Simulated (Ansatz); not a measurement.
CH6B: several calculations on one system

**1. Relaxation**

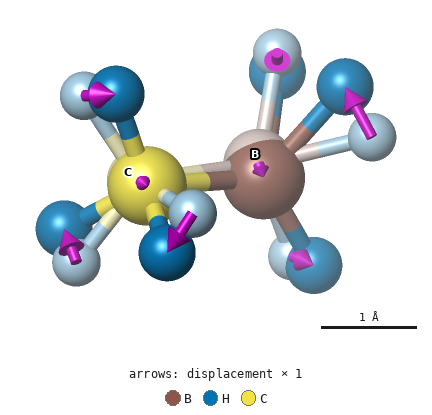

This is a relaxation of CH₆B (multiplicity 2). The starting structure is drawn faded, the final one solid; purple arrows show the displacements, at their true length. The two geometries are superimposed by the best rigid fit.

Style: ball-and-stick. Shown at a tilt.

The run prepares an end point of a later path (reaction) calculation, from a guessed geometry.

The calculation used Ansatz 0.2.0, UKS LDA/def2-SVP. Set-up: collinear spin; force threshold 0.03 eV/Å; at most 50 steps.

Q: Atoms of which element are displaced furthest, and by how much?

A: Hydrogen: up to 0.61 Å, against 0.17 Å for boron.

Q: What did the optimiser do to the structure, and how much energy did it gain?

A: Over 9 accepted moves (10 points after the start) the energy falls by 5.11 kcal/mol. Largest force component: 0.84 eV/Å at the start, 0.0072 eV/Å at the end. The line search rejected the trial step at point 5 of the run. The largest move after the best rigid fit is that of an H atom, 0.61 Å. By element the largest moves are H 0.61 Å, B 0.17 Å, C 0.13 Å. Near-neighbour distances that change, for instance: B–H 1.217 → 1.308 Å, C–H 1.154 → 1.115 Å, B–H 1.234 → 1.215 Å, B–H 1.294 → 1.308 Å. Bond angles that change, for instance: H–B–H 73.0° → 52.8°, H–B–H 94.6° → 110.9°, H–B–H 126.1° → 110.8°.

**2. Relaxation**

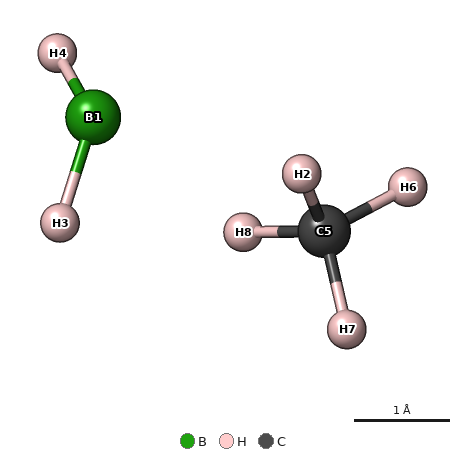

CH6B (multiplicity 2), before the relaxation. The picture is a ball-and-stick view, seen from a free direction.

The run prepares an end point of a later path (reaction) calculation, from a guessed geometry.

Computed with UKS LDA/def2-SVP (Ansatz).

Input
```yaml
crystal:
  periodic: [false, false, false]
  atoms:
    - { symbol: B, position_ang: [-0.01519, -0.170351, -0.364756] }
    - { symbol: H, position_ang: [0.080882, -0.798211, 1.933605] }
    - { symbol: H, position_ang: [1.074522, 0.37216, -0.419958] }
    - { symbol: H, position_ang: [-1.133734, 0.308362, -0.428688] }
    - { symbol: C, position_ang: [0.015714, -0.093764, 2.795159] }
    - { symbol: H, position_ang: [-0.626897, -0.56598, 3.564574] }
    - { symbol: H, position_ang: [1.034344, 0.074168, 3.194784] }
    - { symbol: H, position_ang: [-0.429541, 0.873516, 2.486779] }
magnetization:
  spin_polarized: true
  initial_magnetization: 1
basis:
  gaussian: { orbitals: def2-SVP }
hamiltonian:
  xc: lda
relax:
  f_tol: 0.03
  max_steps: 50
output:
  orbitals: {}
```

Run as
```bash
ansatz run input.yaml --threads 1 --pin off --max-ram 2048MiB --backend cpu --events-out ev --progress --plain --runs-dir out
```

Question: Where does the relaxation end?

Answer: B1 moves most after the best rigid fit: 1.11 Å. Largest moves by element: B 1.11 Å, H 0.86 Å, C 0.46 Å. Some distances before and after: B1–C5 3.161 → 1.649 Å, B1–H2 2.385 → 1.301 Å, H2–C5 1.115 → 1.788 Å, C5–H8 1.109 → 1.128 Å. New bonds form, among them: B1–C5 (3.16 → 1.65 Å), B1–H2 (2.38 → 1.30 Å). Bonds break, among them: H2–C5 (1.11 → 1.79 Å). Among the angles between lasting bonds that change: H3–B1–H4 130.1° → 119.8°. The energy falls by 24.5 kcal/mol in 12 accepted moves (14 points after the start). The largest force component goes from 0.26 to 0.014 eV/Å. The line search rejected the trial steps at points 8, 13 of the run.

The structure at the end:

```xyz
8

B    -0.0131   -0.0385    0.7353
H     0.1955   -1.2331    1.2063
H     0.9603    0.4075    0.1522
H    -1.1022   -0.0440    0.1833
C     0.0096    0.1047    2.3778
H    -0.7843   -0.4091    2.9529
H     0.9967    0.0174    2.8691
H    -0.2625    1.1950    2.2846
```

After the run, drawn alike:

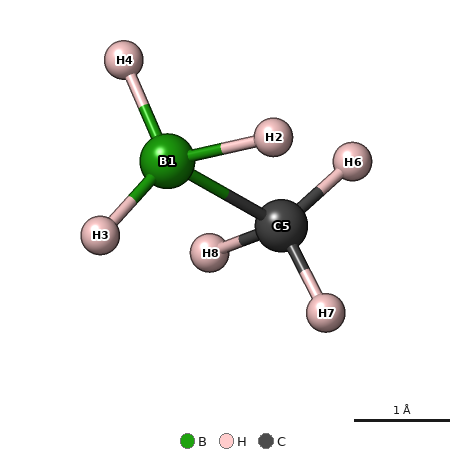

Limits of the set-up: the start holds two separate molecules, 2.4 Å apart at their closest, whose relative position is a soft coordinate and is computed without a dispersion correction.

**3. Path**

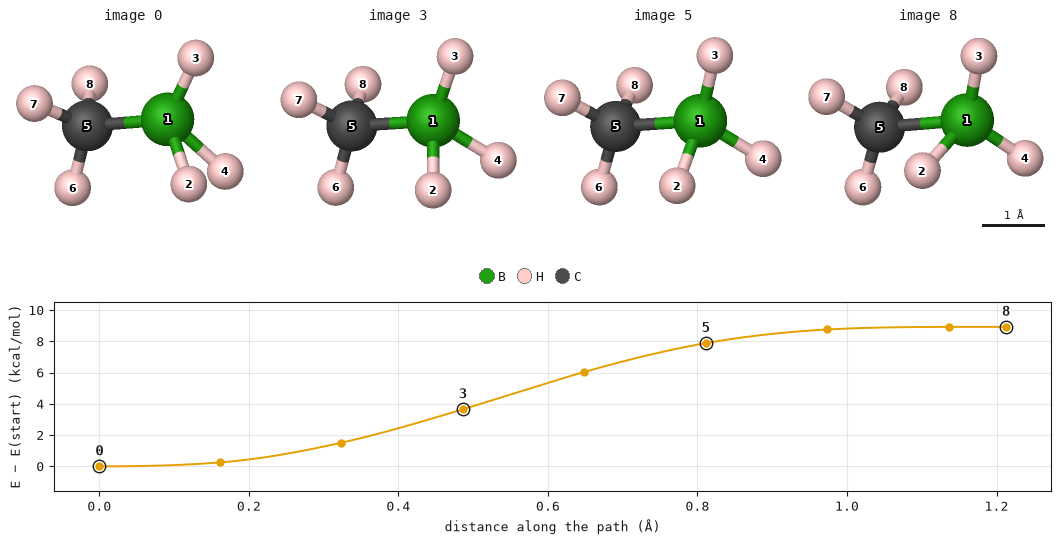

NEB run on CH$_{6}$B (multiplicity 2). Images are numbered from 0 (start) to 8 (end). A ball-and-stick model, seen from a free direction.

These are results of UKS LDA/def2-SVP (Ansatz), not measurements. Settings: 7 movable images; climbing image; force threshold 0.05 eV/Å; iteration limit 60; starting path through a guess of the saddle point.

What happens along the path, and what is the barrier?

Answer. No barrier shows: the energy is highest at the end, and the end lies 8.9 kcal/mol above the start. No bond forms or breaks between the ends. The band converged in 18 iterations. The largest component of the band force went from 36 to 0.039 eV/Å.

Cost: 120 s on 1 thread of Arm Neoverse V1, with other jobs on the host, peak memory 0.11 GiB.
